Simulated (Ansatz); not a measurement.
# Ga2N (charge −1): geometry relaxation

Ga2N, charge −1, computed with RKS PBE-D4/def2-SVPD (Ansatz 0.2.0).

The geometry comes from this level: GFN2-xTB. Figures and captions count atoms from 1; the log counts them from 0 in places.

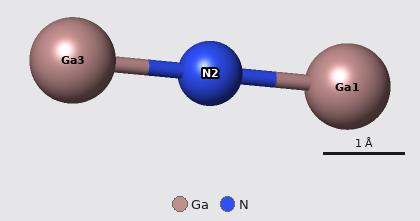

Figure 1. The starting structure (ball-and-stick view, seen at a tilt; atoms are numbered from 1 in the order of the input). Sticks mark near contacts. Bond lengths as drawn: Ga–N 1.84 Å.

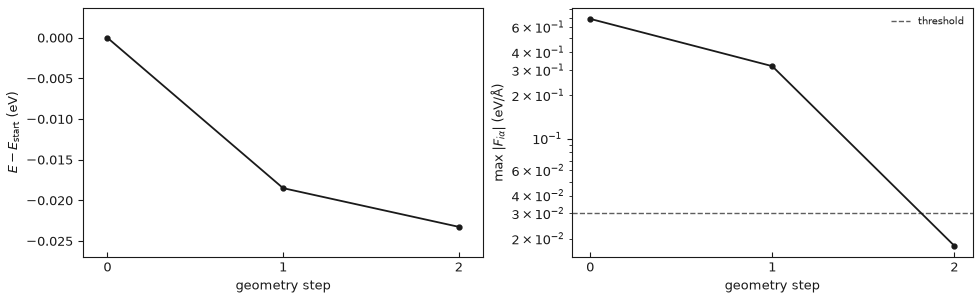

Figure 2. Progress of the relaxation, step by step (the first geometry is step 0 here and step 1 in the log).

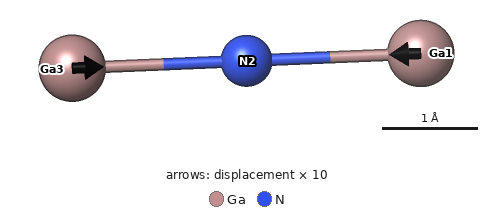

Figure 3. The starting structure with the displacements as black arrows, magnified 10 times (ball-and-stick view, seen at a tilt). The two geometries are laid on each other by the best rigid fit. After 2 geometry steps the energy has fallen by 0.023 eV. The largest force component goes from 0.69 to 0.018 eV/Å. The largest moves after the best rigid fit, 0.034 Å, are those of Ga1 and Ga3. N stays in place. Among the contacts that change: Ga1–N2 1.843 → 1.809 Å. (Atoms are counted from 1 in the order of the input.)

The input and output of the run follow.

**The input**
```yaml
crystal:
  periodic: [false, false, false]
  atoms:
    - { symbol: Ga, position_ang: [0.0, 0.0, -1.84249] }
    - { symbol: "N", position_ang: [0.0, 0.0, 1.0e-05] }
    - { symbol: Ga, position_ang: [0.0, 0.0, 1.84248] }
total_charge: -1
basis:
  gaussian: { orbitals: def2-SVPD }
hamiltonian:
  xc: pbe
  dispersion: d4
relax:
  f_tol: 0.03
  max_steps: 200
```

Launched with:
```bash
ansatz run input.yaml --threads 4 --pin off --max-ram 10240MiB --backend cpu --events-out ev --progress --plain --runs-dir out
```

**What the program printed**
```
The last accepted step is kept in [file] (removed where the run ends without a failure and the disk answers)
Engine: ansatz 0.2.0, aarch64-unknown-linux-gnu
Functional definition: PBE
  parameter kappa = 0.804
  parameter beta = 0.06672455060314922
  exchange = pbe_x(kappa = kappa, mu = beta*pi^2/3)
  correlation = pbe_c(beta = beta)
1005 factors; their error is unknown
mean field evaluation 1: about -106213.9511 eV, gradient 4.1e1 eV
mean field evaluation 2: about -106210.5355 eV, gradient 6.5e1 eV
mean field evaluation 4: about -106215.6125 eV, gradient 1.6e0 eV
mean field evaluation 8: about -106215.5848 eV, gradient 9.9e-3 eV
mean field -106215.58481503 eV, -3903.3507464432 hartree, gradient 3.1e-5 eV, S^2 0.000000; 0 other end points of the search recorded, 0 dependent functions left out
the calculation of the forces begins
reference -106215.58484875 eV, -3903.3507476822 hartree; 35, 35 occupied and 61, 61 virtual orbitals, 1005 factors
relax step   1: F+E_penalty+E_count = -106215.69935748 eV  Δ(F+E_penalty+E_count) = +0.000e0 eV  max|allowed force component| = 6.852e-1 eV/Å  Δτ_max = 0.0000 Å  (26 SCF iters, accepted)
these checks for a lower state are left out or cut short: starts, cluster_reference, orbital_swaps, neighbouring_geometries, increment
1005 factors; their error is unknown
mean field evaluation 16: about -106215.6365 eV, gradient 3.6e0 eV
mean field -106215.60271933 eV, -3903.3514044142 hartree, gradient 1.6e-5 eV, S^2 0.000000; 0 other end points of the search recorded, 0 dependent functions left out
the calculation of the forces begins
reference -106215.60275283 eV, -3903.3514056453 hartree; 35, 35 occupied and 61, 61 virtual orbitals, 1005 factors
relax step   2: F+E_penalty+E_count = -106215.71784803 eV  Δ(F+E_penalty+E_count) = -1.849e-2 eV  max|allowed force component| = 3.202e-1 eV/Å  Δτ_max = 0.0183 Å  (25 SCF iters, accepted)
these checks for a lower state are left out or cut short: starts, cluster_reference, orbital_swaps, neighbouring_geometries, increment
1005 factors; their error is unknown
mean field -106215.60699895 eV, -3903.3515616870 hartree, gradient 1.4e-5 eV, S^2 0.000000; 0 other end points of the search recorded, 0 dependent functions left out
the calculation of the forces begins
reference -106215.60703227 eV, -3903.3515629116 hartree; 35, 35 occupied and 61, 61 virtual orbitals, 1005 factors
relax step   3: F+E_penalty+E_count = -106215.72260665 eV  Δ(F+E_penalty+E_count) = -4.759e-3 eV  max|allowed force component| = 1.783e-2 eV/Å  Δτ_max = 0.0155 Å  (26 SCF iters, accepted)
1005 factors; their error is unknown
mean field evaluation 32: about -106212.5519 eV, gradient 3.5e1 eV
mean field -106215.60699895 eV, -3903.3515616870 hartree, gradient 1.4e-5 eV, S^2 0.000000; 1 other end points of the search recorded, 0 dependent functions left out
the calculation of the forces begins
reference -106215.60703227 eV, -3903.3515629116 hartree; 35, 35 occupied and 61, 61 virtual orbitals, 1005 factors
Total energy: -106215.72263997 eV, -3903.3558114163 hartree
Atom 0 at     0.000000     0.000000    -1.808684 Å, force    -0.000000     0.000000    -0.017833 eV/Å
Atom 1 at    -0.000000    -0.000000    -0.000000 Å, force     0.000000    -0.000000     0.000027 eV/Å
Atom 2 at     0.000000     0.000000     1.808685 Å, force     0.000000     0.000000     0.017805 eV/Å
Dipole moment:     0.000000     0.000000     0.000002 e Å
```

**Trajectory as extended XYZ (Å, eV, eV/Å), 3 frames, from step=1 to step=3**
```
3
Properties=species:S:1:pos:R:3:forces:R:3 step=1 energy=-106215.69936
Ga    0.0000    0.0000   -1.8425    0.0000   0.0000   0.6852
N     0.0000    0.0000    0.0000    0.0000   0.0000  -0.0006
Ga    0.0000    0.0000    1.8425    0.0000   0.0000  -0.6846
3
Properties=species:S:1:pos:R:3:forces:R:3 step=2 energy=-106215.71785
Ga    0.0000    0.0000   -1.8242    0.0000   0.0000   0.3202
N     0.0000    0.0000    0.0000    0.0000   0.0000  -0.0003
Ga    0.0000    0.0000    1.8242    0.0000   0.0000  -0.3200
3
Properties=species:S:1:pos:R:3:forces:R:3 step=3 energy=-106215.72261
Ga    0.0000    0.0000   -1.8087    0.0000   0.0000  -0.0178
N     0.0000    0.0000    0.0000    0.0000   0.0000   0.0000
Ga    0.0000    0.0000    1.8087    0.0000   0.0000   0.0178
```

**Key numbers**

```json
{"quantity": "outcome", "value": "converged"}
{"quantity": "total energy", "value": "−106215.7226 eV"}
{"quantity": "mean-field energy", "value": "−106215.6070 eV"}
{"quantity": "SCF solution under orbital rotations", "value": "stable"}
{"quantity": "largest force (length of the vector) at the end", "value": "0.018 eV/Å"}
{"quantity": "hardware", "value": "4 threads of Arm Neoverse N1, 98 GiB of memory available, shared host"}
{"quantity": "wall time", "value": "4.1 s (CPU time 15 s)"}
{"quantity": "peak memory", "value": "0.15 GiB"}
```
